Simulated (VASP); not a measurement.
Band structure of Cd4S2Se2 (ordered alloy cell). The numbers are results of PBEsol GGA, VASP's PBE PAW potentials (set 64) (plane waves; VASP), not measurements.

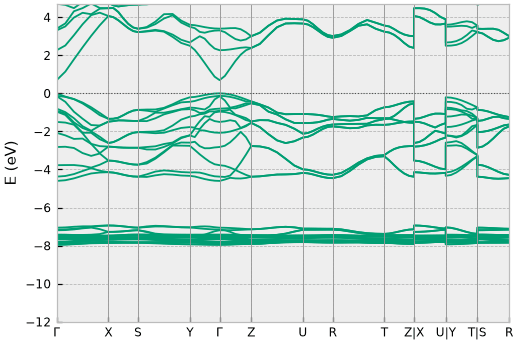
*Bands along high-symmetry lines, zero at the valence-band maximum or, without a gap, the Fermi level*

### Question
Read the plot: is there a gap, and where are the band edges?

### Answer
The gap is direct, 0.69 eV, from the valence maximum at Γ to the conduction minimum at Γ. (Edges off the drawn lines would not show.)

The structure was generated: Cd4S2Se2 was put into an ordered model structure (Pmn2_1), which need not be its known phase. It was relaxed first.
